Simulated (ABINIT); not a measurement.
## AlGa3N4 (P-43m): RPA correlation energy against the basis

Wanted: RPA correlation energy of AlGa3N4 (P-43m), with cost.

Calculated with ABINIT 10.8.3; PBEsol and many-body steps on it, plane waves.

### Step 1. Set-up

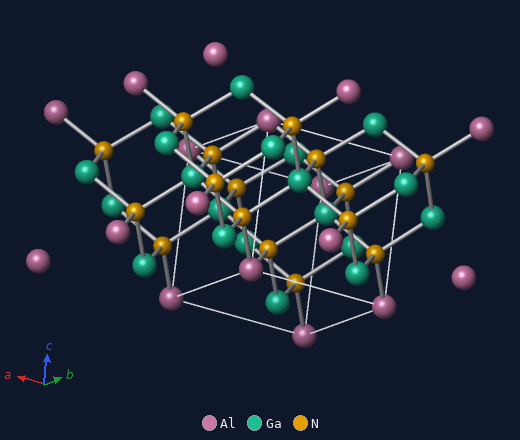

Start, viewed from a free direction; aluminium pink, gallium teal, nitrogen orange. 2×2×1 cells are drawn. Bonds to atoms that aren't drawn are left out. Some periodic images of atoms are drawn too.

The cell and positions are those that the Materials Project relaxed with its own functionals (PBE, PBE+U or r2SCAN), kept fixed.

### Step 2. Empty states on the mesh, 2×2×2 mesh, 325 bands

This step: ABINIT 10.8.3; DFT, PBEsol, plane waves, norm-conserving pseudopotentials.

The sums over transitions need many empty states on a uniform mesh; this step solves for them.

run.abi

```
acell 3*1.0 Angstrom
rprim 
  4.471685360000 0.000000000000 0.000000000000
  0.000000000000 4.471685360000 0.000000000000
  0.000000000000 0.000000000000 4.471685360000
ntypat 3
znucl 13 31 7
natom 8
typat 1 2 2 2 3 3 3 3
xred 
  0.000000000000 0.000000000000 0.000000000000
  0.500000000000 0.500000000000 0.000000000000
  0.500000000000 0.000000000000 0.500000000000
  0.000000000000 0.500000000000 0.500000000000
  0.755714420000 0.755714420000 0.244285580000
  0.755714420000 0.244285580000 0.755714420000
  0.244285580000 0.755714420000 0.755714420000
  0.244285580000 0.244285580000 0.244285580000
pp_dirpath "pseudos"
pseudos "Al.upf, Ga.upf, N.upf"
ecut 36
ngkpt 2 2 2
nshiftk 1
shiftk 0 0 0
kptopt 1
chksymbreak 0
iscf -2
irdden 1
istwfk *1
nband 325
nbdbuf 28
tolwfr 1e-09
nstep 60
prtvol 0
indata_prefix "in"
outdata_prefix "out"
tmpdata_prefix "tmp"
```

The run is started by

```console
$ OMP_NUM_THREADS=1 mpirun -n 4 abinit run.abi > log
```

Numbers of over 12 decimals in the logs are rounded to 6 here.

What it wrote:

```text
.Version 10.8.3 of ABINIT. v10.8.2 released Aug 2026.

 Symmetries : space group P-4 3 m (#215); Bravais cP (primitive cubic)
[... echo of the input left out ...]
== DATASET  1 ==================================================================
-   mpi_nproc: 4, omp_nthreads: 1 (-1 if OMP is not activated)

--- !DatasetInfo
iteration_state: {dtset: 1, }
dimensions: {natom: 8, nkpt: 4, mband: 325, nsppol: 1, nspinor: 1, nspden: 1, mpw: 6235, }
cutoff_energies: {ecut:  36.0, pawecutdg:  -1.0, }
electrons: {nelect:   6.20000000E+01, charge:   0.00000000E+00, occopt:   1.00000000E+00, tsmear:   1.00000000E-02, }

 Real(R)+Recip(G) space primitive vectors, cartesian coordinates (Bohr,Bohr^-1):
 R(1)=  8.4502607  0.0000000  0.0000000  G(1)=  0.1183395  0.0000000  0.0000000
 R(2)=  0.0000000  8.4502607  0.0000000  G(2)=  0.0000000  0.1183395  0.0000000
 R(3)=  0.0000000  0.0000000  8.4502607  G(3)=  0.0000000  0.0000000  0.1183395
 Unit cell volume ucvol=  6.0340696E+02 bohr^3
 Angles (23,13,12)=  9.00000000E+01  9.00000000E+01  9.00000000E+01 degrees

 getcut: wavevector=  0.0000  0.0000  0.0000  ngfft=  48  48  48
         ecut(hartree)=     36.000   => boxcut(ratio)=   2.10307

--- Pseudopotential description ------------------------------------------------
- Al Generated using ONCVPSP code by D. R. Hamann
- 13.00000   3.00000  180301                  znucl, zion, pspdat
12 -116133 2 -1 1876                          pspcod,pspxc,lmax,lloc,mmax
     nproj     2     2     2
  pspatm : epsatm=    0.68509285
         --- l  ekb(1:nproj) -->
             0    5.834965    0.726662
             1    6.225605    0.924840
             2   -2.432733   -0.548689
 pspatm: atomic psp has been read  and splines computed

- Ga Generated using ONCVPSP code by D. R. Hamann
- 31.00000  13.00000  180301                  znucl, zion, pspdat
12 -116133 2 -1 1902                          pspcod,pspxc,lmax,lloc,mmax
     nproj     2     2     2
  pspatm : epsatm=   24.50968960
         --- l  ekb(1:nproj) -->
[...]
pspatm: atomic psp has been read  and splines computed

- N Generated using ONCVPSP code by D. R. Hamann
-  7.00000   5.00000  180301                  znucl, zion, pspdat
12 -116133 1 -1 1058                          pspcod,pspxc,lmax,lloc,mmax
     nproj     2     2     0
  pspatm : epsatm=    5.26508482
         --- l  ekb(1:nproj) -->
[...]
pspatm: atomic psp has been read  and splines computed

--------------------------------------------------------------------------------

================================================================================
 prteigrs : about to open file out_EIG
 Non-SCF case, kpt    1 (  0.00000  0.00000  0.00000), residuals and eigenvalues=
  2.62E-10  4.59E-11  5.86E-11  8.68E-10  2.01E-10  1.45E-10  1.63E-10  1.68E-10
  1.57E-10  1.73E-10  7.10E-11  9.88E-11  1.07E-10  1.22E-10  1.28E-10  1.02E-10
[...]
1.00E-04  2.44E-04  1.07E-03  6.78E-04  1.93E-03
 -3.8028E-01 -3.3624E-01 -3.3624E-01 -3.3624E-01 -2.9301E-01 -2.9234E-01
 -2.9234E-01 -2.9234E-01 -2.8967E-01 -2.8967E-01 -2.8454E-01 -2.8454E-01
 -2.8454E-01 -2.8324E-01 -2.8324E-01 -2.8136E-01 -2.2716E-01 -2.2716E-01
[...]
4.4577E+00  4.4739E+00  4.4797E+00  4.4797E+00  4.4797E+00  4.4978E+00
  4.4978E+00  4.5188E+00  4.5404E+00  4.5408E+00  4.5422E+00  4.5735E+00
  4.5789E+00
 prteigrs : prtvol=0 or 1, do not print more k-points.

--- !ResultsGS
iteration_state: {dtset: 1, }
comment   : Summary of ground state results
lattice_vectors:
- [  8.4502607,   0.0000000,   0.0000000, ]
- [  0.0000000,   8.4502607,   0.0000000, ]
- [  0.0000000,   0.0000000,   8.4502607, ]
lattice_lengths: [   8.45026,    8.45026,    8.45026, ]
lattice_angles: [ 90.000,  90.000,  90.000, ] # degrees, (23, 13, 12)
lattice_volume:   6.0340696E+02
convergence: {deltae:  0.000E+00, res2:  0.000E+00, residm:  9.905E-10, diffor:  0.000E+00, }
etotal    :  -2.72951251E+02
entropy   :   0.00000000E+00
fermie    :   1.94260856E-01
cartesian_stress_tensor: null
pressure_GPa: null
xred      :
- [  0.0000E+00,   0.0000E+00,   0.0000E+00, Al]
- [  5.0000E-01,   5.0000E-01,   0.0000E+00, Ga]
- [  5.0000E-01,   0.0000E+00,   5.0000E-01, Ga]
- [  0.0000E+00,   5.0000E-01,   5.0000E-01, Ga]
- [  7.5571E-01,   7.5571E-01,   2.4429E-01,  N]
- [  7.5571E-01,   2.4429E-01,   7.5571E-01,  N]
- [  2.4429E-01,   7.5571E-01,   7.5571E-01,  N]
- [  2.4429E-01,   2.4429E-01,   2.4429E-01,  N]
cartesian_forces: null
force_length_stats: {min: null, max: null, mean: null, }

 Integrated electronic density in atomic spheres:
 ------------------------------------------------
 Atom  Sphere_radius  Integrated_density
[...]
================================================================================

 ----iterations are completed or convergence reached----

 Mean square residual over all n,k,spin=   32.979E-11; max=  99.049E-11
 reduced coordinates (array xred) for    8 atoms
[...]
0.244285580000      0.755714420000      0.755714420000
       0.244285580000      0.244285580000      0.244285580000

 cartesian coordinates (angstrom) at end:
    1      0.000000     0.000000     0.000000
    2      2.235843     2.235843     0.000000
    3      2.235843     0.000000     2.235843
[...]
7      1.092368     3.379317     3.379317
    8      1.092368     1.092368     1.092368
 length scales=  1.889726125908  1.889726125908  1.889726125908 bohr
              =  1.000000000000  1.000000000000  1.000000000000 angstroms
 prteigrs : about to open file out_EIG
 Eigenvalues (hartree) for nkpt=   4  k points:
 kpt#   1, nband=325, wtk=  0.12500, kpt=  0.0000  0.0000  0.0000 (reduced coord)
[...]
4.43731    4.43731    4.43731    4.44610    4.44610    4.44610    4.45773    4.45773
   4.45773    4.47389    4.47972    4.47973    4.47974    4.49781    4.49783    4.51877
   4.54039    4.54083    4.54225    4.57352    4.57886
 prteigrs : prtvol=0 or 1, do not print more k-points.

== END DATASET(S) ==============================================================
================================================================================

 -outvars: echo values of variables after computation  --------
            nband         325
             nkpt           4
          spgroup         215
 [... the other variables as echoed above ...]

 Calculation completed.
```

The job ended after 2 min (4 MPI ranks of Intel Xeon Platinum 8559C (Emerald Rapids), shared host; peak memory 0.56 GiB).

Numbers from this step:

* gap: 2.306 eV
* k of the valence top: 0, 0, 0
* k of the conduction bottom: 0, 0, 0
* least direct gap: 2.306 eV
* k points computed: 4
* lowest point of the top converged band, above the valence top: 109.0570 eV

On this mesh the gap is 2.306 eV.

The density comes from a self-consistent run that is not shown.

### Step 3. RPA energy: 2×2×2 mesh, 74 bands, screening to 43.5 eV

The RPA dielectric matrix is built and inverted for each q.

This step: RPA screening on PBEsol, plane waves, norm-conserving pseudopotentials.

run.abi: that of step 2 with these lines changed.

```diff
@@ -26,10 +26,15 @@
 chksymbreak 0
-iscf -2
-irdden 1
 istwfk *1
-nband 325
-nbdbuf 28
-tolwfr 1e-09
-nstep 60
-prtvol 0
+occopt 1
+irdwfk 1
+optdriver 3
+nband 74
+ecuteps 1.6
+inclvkb 2
+awtr 1
+symchi 1
+gwcalctyp 1
+nfreqre 0
+nfreqim 8
+gwrpacorr 1
 indata_prefix "in"
```

What it wrote:

```text
.Version 10.8.3 of ABINIT. v10.8.2 released Aug 2026.

 Symmetries : space group P-4 3 m (#215); Bravais cP (primitive cubic)
[... echo of the input left out ...]
== DATASET  1 ==================================================================
-   mpi_nproc: 4, omp_nthreads: 1 (-1 if OMP is not activated)

--- !DatasetInfo
iteration_state: {dtset: 1, }
dimensions: {natom: 8, nkpt: 4, mband: 74, nsppol: 1, nspinor: 1, nspden: 1, mpw: 6235, }
cutoff_energies: {ecut:  36.0, pawecutdg:  -1.0, }
electrons: {nelect:   6.20000000E+01, charge:   0.00000000E+00, occopt:   1.00000000E+00, tsmear:   1.00000000E-02, }

 SCREENING: Calculation of the susceptibility and dielectric matrices

 Based on a program developped by R.W. Godby, V. Olevano, G. Onida, and L. Reining.
 Incorporated in ABINIT by V. Olevano, G.-M. Rignanese, and M. Torrent.
.Using double precision arithmetic ; gwpc =  8

[... cell and pseudopotentials left out ...]
--------------------------------------------------------------------------------

 ==== K-mesh for the wavefunctions ====
 Number of points in the irreducible wedge :     4
[... list of points left out ...]
 Together with 24 symmetry operations and time-reversal symmetry
 yields     8 points in the full Brillouin Zone.

 ==== Q-mesh for the screening function ====
 Number of points in the irreducible wedge :     4
[... list of points left out ...]
 Together with 24 symmetry operations and time-reversal symmetry
 yields     8 points in the full Brillouin Zone.

 setmesh: FFT mesh size selected  =    27x   27x   27
          total number of points  =        19683

 vcoul_init : cutoff-mode = AUXILIARY_FUNCTION
 q-points for optical limit:   1
     1)      0.000010    0.000020    0.000030

- screening: taking advantage of time-reversal symmetry
- Maximum band index for partially occupied states nbvw = 31
- Remaining bands to be divided among processors   nbcw = 43
- Number of bands treated by each node ~10

 Number of electrons calculated from density =   62.0000; Expected =   62.0000
 average of density, n =  0.102750
 r_s =    1.3245
 omega_plasma =   30.9205 [eV]

 calculating chi0 at frequencies [eV] :
  1    0.000000E+00    0.000000E+00
  2    0.000000E+00    1.343289E+03
  3    0.000000E+00    2.404413E+02
[...]
8    0.000000E+00    3.079585E+00
  9    0.000000E+00    5.512287E-01

--------------------------------------------------------------------------------
  q-point number  1        q = ( 0.000000, 0.000000, 0.000000) [r.l.u.]
--------------------------------------------------------------------------------
[... chi0 elements left out ...]
  [... further frequencies ...]

 For q-point:  0.000010 0.000020 0.000030
  dielectric constant =   8.3315
  dielectric constant without local fields =   8.5080

  Average fulfillment of the sum rule on Im[epsilon] for q-point    1 :     31.65  [%]
[... wings left out ...]
  q-point number  2        q = ( 0.500000, 0.000000, 0.000000) [r.l.u.]
--------------------------------------------------------------------------------
[... chi0 elements left out ...]
  [... further frequencies ...]

  Average fulfillment of the sum rule on Im[epsilon] for q-point    2 :     38.59  [%]

 [... 2 further q-points ...]
```

Run time: 9.8 s. Hardware: 4 MPI ranks; peak memory 0.75 GiB; 38 s of CPU time.

This step gave:

- ε∞ with local fields, on this mesh, along the program's q direction: 8.332
- the same without local fields: 8.508
- plasma frequency: 30.92 eV
- plane waves in the screening matrix: 57
- RPA correlation energy: -20.82 eV

Local fields lower ε∞ by 2 %. On a Γ-centred mesh this coarse the value itself is usually too large, while a short band sum pulls it down.

### Step 4. RPA energy: 2×2×2 mesh, 125 bands, screening to 70.7 eV

run.abi: that of step 3 with these lines changed.

```diff
@@ -30,4 +30,4 @@
 optdriver 3
-nband 74
-ecuteps 1.6
+nband 125
+ecuteps 2.6
 inclvkb 2
```

What it wrote:

```text
.Version 10.8.3 of ABINIT. v10.8.2 released Aug 2026.

 Symmetries : space group P-4 3 m (#215); Bravais cP (primitive cubic)
[... echo of the input left out ...]
== DATASET  1 ==================================================================
-   mpi_nproc: 4, omp_nthreads: 1 (-1 if OMP is not activated)

--- !DatasetInfo
iteration_state: {dtset: 1, }
dimensions: {natom: 8, nkpt: 4, mband: 125, nsppol: 1, nspinor: 1, nspden: 1, mpw: 6235, }
cutoff_energies: {ecut:  36.0, pawecutdg:  -1.0, }
electrons: {nelect:   6.20000000E+01, charge:   0.00000000E+00, occopt:   1.00000000E+00, tsmear:   1.00000000E-02, }

 SCREENING: Calculation of the susceptibility and dielectric matrices

 Based on a program developped by R.W. Godby, V. Olevano, G. Onida, and L. Reining.
 Incorporated in ABINIT by V. Olevano, G.-M. Rignanese, and M. Torrent.
.Using double precision arithmetic ; gwpc =  8

[... cell and pseudopotentials left out ...]
--------------------------------------------------------------------------------

 ==== K-mesh for the wavefunctions ====
 Number of points in the irreducible wedge :     4
[...]
- Number of bands treated by each node ~23

 Number of electrons calculated from density =   62.0000; Expected =   62.0000
 average of density, n =  0.102750
 r_s =    1.3245
 omega_plasma =   30.9205 [eV]

 calculating chi0 at frequencies [eV] :
  1    0.000000E+00    0.000000E+00
  2    0.000000E+00    1.343289E+03
  3    0.000000E+00    2.404413E+02
[...]
8    0.000000E+00    3.079585E+00
  9    0.000000E+00    5.512287E-01

--------------------------------------------------------------------------------
  q-point number  1        q = ( 0.000000, 0.000000, 0.000000) [r.l.u.]
--------------------------------------------------------------------------------
[... chi0 elements left out ...]
  [... further frequencies ...]

 For q-point:  0.000010 0.000020 0.000030
  dielectric constant =   8.2372
  dielectric constant without local fields =   8.5649

  Average fulfillment of the sum rule on Im[epsilon] for q-point    1 :     47.07  [%]
[... wings left out ...]
  q-point number  2        q = ( 0.500000, 0.000000, 0.000000) [r.l.u.]
--------------------------------------------------------------------------------
[... chi0 elements left out ...]
  [... further frequencies ...]

  Average fulfillment of the sum rule on Im[epsilon] for q-point    2 :     52.84  [%]

 [... 2 further q-points ...]
```

It took 18 s on 4 MPI ranks; peak memory 0.96 GiB.

This step gave:

```
ε∞ with local fields, on this mesh, along the program's q direction : 8.237
the same without local fields                                       : 8.565
plasma frequency                                                    : 30.92 eV
plane waves in the screening matrix                                 : 123
RPA correlation energy                                              : -35.39 eV
```

(Part 1 of 2 ends here.)

[Paths, hosts, dates, memory and timing lines, banners, echoed tables and standing remarks are left out of the program output.]

[Logs are printed without paths, hosts, clocks, repeated set-up lines and the standing remarks that a program may print on its own settings, such as how far it seeks lower states.]

[Runs of the session that timed out or met a known fault of the program may be left out.]

[Hosts, paths, dates, database ids (printed as entryN), source tags and the programs' standing remarks are cut or masked in the printed files.]

[G0W0 gaps are taken among the corrected bands and points alone; a level outside them can change the order at an edge.]

[Where Ansatz stands beside ABINIT at settings called matched, ABINIT's density can come from a denser mesh and the files from another edition; pairs whose starting gaps differed by over 0.03 eV were left out, so agreement reads better than it is.]
